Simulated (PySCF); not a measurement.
# C4H4F2O2: magnetic properties

What do calculations give for the magnetic properties of C4H4F2O2 (`COC(=O)/C(F)=C/F`)?

Computed with PySCF 2.14.0 and routines of our own; the level stands in each step. Atoms count from 0.

## 1. The system as given

12 atoms, charge 0, multiplicity 1; geometry from: GFN2-xTB.

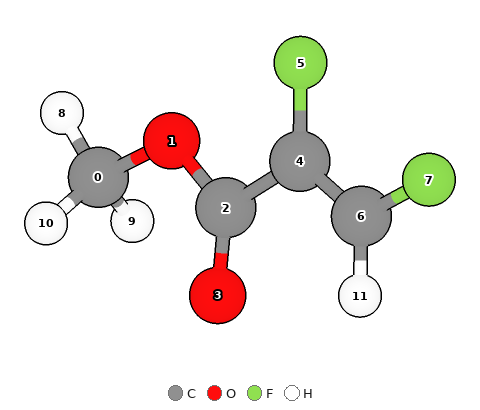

The starting geometry (carbon grey, oxygen red, fluorine green, hydrogen white).

## 2. Magnetic properties: GIAO B3LYP/pcSseg-1

Job settings and geometry (Å):

```
{"job": {"kind": "mag", "xc": "B3LYP", "basis": "pcSseg-1", "isotopologues": 2}, "charge": 0, "multiplicity": 1}
C     -2.252520     0.384367    -0.185079
O     -0.893849     0.764043    -0.010402
C     -0.014695    -0.223363     0.082338
O     -0.279417    -1.397882     0.030148
C      1.372210     0.289198     0.262743
F      1.516053     1.620069     0.301070
C      2.400716    -0.549437     0.378871
F      3.657228    -0.159017     0.541292
H     -2.818458     1.310164    -0.241265
H     -2.367845    -0.196069    -1.102257
H     -2.586620    -0.221967     0.658741
H      2.268396    -1.620791     0.346031
```

With the program's defaults for keys left out, this is: GIAO B3LYP/pcSseg-1 magnetisability, rotational g tensor and spin-rotation constants, non-relativistic, gas phase.

The run is started by

```
OMP_NUM_THREADS=1 python excited_run.py task.json out
```

One launch serves the whole session: the jobs run in the order shown.

Output:

```text
coarse grid: 11168 points
cycle   1  E = -504.5995481609  dE =  1.406e+00  |g| = 1.096e+00  |ddm| = 3.125e+00
cycle   2  E = -503.9861188674  dE =  6.134e-01  |g| = 2.121e+00  |ddm| = 2.510e+00
cycle   3  E = -504.7833466250  dE = -7.972e-01  |g| = 3.473e-01  |ddm| = 1.906e+00
cycle   4  E = -504.8023009381  dE = -1.895e-02  |g| = 1.489e-01  |ddm| = 3.155e-01
cycle   5  E = -504.8060378963  dE = -3.737e-03  |g| = 2.053e-02  |ddm| = 8.904e-02
cycle   6  E = -504.8061135150  dE = -7.562e-05  |g| = 9.478e-03  |ddm| = 1.976e-02
cycle   7  E = -504.8061280943  dE = -1.458e-05  |g| = 2.482e-03  |ddm| = 7.844e-03
cycle   8  E = -504.8061290843  dE = -9.900e-07  |g| = 6.395e-04  |ddm| = 2.122e-03
final grid: 111944 points
cycle   9  E = -504.8944727170  dE = -3.226e-05  |g| = 7.818e-03  |ddm| = 1.904e-02
cycle  10  E = -504.8944553309  dE =  1.739e-05  |g| = 1.275e-02  |ddm| = 1.301e-02
cycle  11  E = -504.8944833801  dE = -2.805e-05  |g| = 1.828e-03  |ddm| = 8.963e-03
cycle  12  E = -504.8944839630  dE = -5.829e-07  |g| = 4.302e-04  |ddm| = 1.301e-03
cycle  13  E = -504.8944839908  dE = -2.779e-08  |g| = 1.673e-04  |ddm| = 4.030e-04
cycle  14  E = -504.8944839964  dE = -5.539e-09  |g| = 2.835e-05  |ddm| = 1.199e-04
cycle  15  E = -504.8944839965  dE = -1.622e-10  |g| = 8.341e-06  |ddm| = 2.909e-05
converged SCF energy = -504.8944839965

Magnetisability tensor (1e-30 J/T^2)
     -916.47      -38.36       14.83
      -38.36     -789.46       -0.70
       14.83       -0.70    -1038.62
isotropic -914.85   principal values   -1040.45   -925.41   -778.70
isotropic susceptibility -55.094 1e-6 cm^3/mol

Inertial axes            a          b          c
rot. const./GHz      4.9660     1.1784     0.9581
chi total           -54.959    -47.664    -62.658
chi diamagnetic    -305.547  -1043.267  -1258.545
chi paramagnetic    250.588    995.602   1195.887
quadrupole/D A        8.084     -8.258      0.174
g nuclear            0.5218     0.5376     0.5317
g electronic        -0.5846    -0.5512    -0.5383
g total             -0.0628    -0.0136    -0.0066

Spin-rotation constants (kHz, H = +C I.J)
atom  isotope        aa         bb         cc
  5    19F        5.567      1.365      0.139
  7    19F        7.233      1.640     -0.112
  8     1H       -0.287      0.007     -0.102
  9     1H       -0.456     -0.070     -0.005
 10     1H       -0.456     -0.070     -0.004
 11     1H       -0.500      0.124     -0.103
  0    13C*       0.785      0.275      0.206
  1    17O*      -1.385     -0.279     -0.099
  2    13C*       2.642      0.397      0.255
  3    17O*      -2.413     -0.692     -0.053
  4    13C*       2.092      0.452      0.235
  6    13C*       1.853      0.530      0.237
* in the singly substituted isotopologue

Isotopologues: g along a, b, c
2H    at 8,9,10,11         -0.0596    -0.0125    -0.0062
13C   at 0                 -0.0628    -0.0134    -0.0065
```

Run time: 14 s. Hardware: 1 thread of Intel Xeon 6975P-C, shared host; peak memory 0.73 GiB.

From this job:

| quantity | value |
| --- | --- |
| magnetisability | -915·10⁻³⁰ J/T² |
| molar susceptibility | -55.1·10⁻⁶ cm³/mol |
| rotational g (a, b, c) | -0.0628, -0.0136, -0.0066 |

## 3. Magnetic properties: GIAO OPBE/3-21G

Settings changed since step 2:

```diff
@@ -1,2 +1,2 @@
-{"job": {"kind": "mag", "xc": "B3LYP", "basis": "pcSseg-1", "isotopologues": 2}, "charge": 0, "multiplicity": 1}
+{"job": {"kind": "mag", "xc": "OPBE", "basis": "3-21G", "scf": {"conv": 1e-08}}, "charge": 0, "multiplicity": 1}
 C     -2.252520     0.384367    -0.185079
```

Method: GIAO OPBE/3-21G magnetisability, rotational g tensor and spin-rotation constants, non-relativistic, gas phase.

Output:

```text
final grid: 111944 points
cycle   1  E = -501.6995602994  dE =  1.171e+00  |g| = 1.009e+00  |ddm| = 3.767e+00
cycle   2  E = -500.6838417681  dE =  1.016e+00  |g| = 2.420e+00  |ddm| = 4.024e+00
cycle   3  E = -501.8261945321  dE = -1.142e+00  |g| = 5.846e-01  |ddm| = 3.160e+00
cycle   4  E = -501.8939394548  dE = -6.774e-02  |g| = 1.336e-01  |ddm| = 6.031e-01
cycle   5  E = -501.8968025976  dE = -2.863e-03  |g| = 5.531e-02  |ddm| = 1.599e-01
cycle   6  E = -501.8973428883  dE = -5.403e-04  |g| = 2.517e-02  |ddm| = 8.206e-02
cycle   7  E = -501.8974903207  dE = -1.474e-04  |g| = 7.881e-03  |ddm| = 3.508e-02
cycle   8  E = -501.8975062119  dE = -1.589e-05  |g| = 2.153e-03  |ddm| = 9.550e-03
cycle   9  E = -501.8975070627  dE = -8.507e-07  |g| = 3.754e-04  |ddm| = 2.318e-03
cycle  10  E = -501.8975070781  dE = -1.543e-08  |g| = 2.465e-04  |ddm| = 5.450e-04
cycle  11  E = -501.8975070899  dE = -1.186e-08  |g| = 3.812e-05  |ddm| = 2.296e-04
cycle  12  E = -501.8975070902  dE = -2.852e-10  |g| = 1.527e-05  |ddm| = 5.596e-05
converged SCF energy = -501.8975070902

Magnetisability tensor (1e-30 J/T^2)
     -942.53      -25.42       14.55
      -25.42     -813.18        0.89
       14.55        0.89    -1060.96
isotropic -938.89   principal values   -1062.79   -945.53   -808.34
isotropic susceptibility -56.541 1e-6 cm^3/mol

Inertial axes            a          b          c
rot. const./GHz      4.9660     1.1784     0.9581
chi total           -56.570    -49.051    -64.003
chi diamagnetic    -303.413  -1040.826  -1255.329
chi paramagnetic    246.843    991.774   1191.326
quadrupole/D A        8.870     -7.994     -0.877
g nuclear            0.5218     0.5376     0.5317
g electronic        -0.5759    -0.5491    -0.5363
g total             -0.0541    -0.0115    -0.0045

Spin-rotation constants (kHz, H = +C I.J)
atom  isotope        aa         bb         cc
  5    19F        5.335      1.374      0.012
  7    19F        7.606      1.520     -0.259
  8     1H       -0.327      0.000     -0.108
  9     1H       -0.502     -0.074     -0.012
 10     1H       -0.502     -0.075     -0.012
 11     1H       -0.488      0.106     -0.109
  0    13C*       0.566      0.210      0.151
  1    17O*      -1.212     -0.212     -0.074
  2    13C*       2.041      0.295      0.188
  3    17O*      -2.040     -0.606     -0.044
  4    13C*       1.643      0.348      0.185
  6    13C*       1.410      0.415      0.179
* in the singly substituted isotopologue
```

It took 7 s on 1 thread of Intel Xeon 6975P-C, shared host; peak memory 0.44 GiB.

Key values:

| quantity | value |
| --- | --- |
| magnetisability | -939·10⁻³⁰ J/T² |
| molar susceptibility | -56.5·10⁻⁶ cm³/mol |
| rotational g (a, b, c) | -0.0541, -0.0115, -0.0045 |

## 4. The levels compared

| level | ξ (10⁻³⁰ J/T²) | g(a) | g(b) | gap (eV) | functions | time |
| --- | --- | --- | --- | --- | --- | --- |
| GIAO B3LYP/pcSseg-1 | -915 | -0.0628 | -0.0136 | 6.05 | 156 | 14 s |
| GIAO OPBE/3-21G | -939 | -0.0541 | -0.0115 | 4.32 | 80 | 7 s |

## 5. What came out

| quantity | value |
| --- | --- |
| magnetisability (step 2, GIAO B3LYP/pcSseg-1) | -915·10⁻³⁰ J/T² |
| molar susceptibility (step 2, GIAO B3LYP/pcSseg-1) | -55.1·10⁻⁶ cm³/mol |
| rotational g (a, b, c) (step 2, GIAO B3LYP/pcSseg-1) | -0.0628, -0.0136, -0.0066 |
| magnetisability over the levels | -939 to -915·10⁻³⁰ J/T² |

The magnetisability spreads by 2.6 % over 2 levels, from GIAO OPBE/3-21G (7 s) to GIAO B3LYP/pcSseg-1 (14 s); the runs took 7 s to 14 s. Two levels can agree by chance, so this spread shows no convergence. Vibrational averaging and real surroundings are missing from these values.
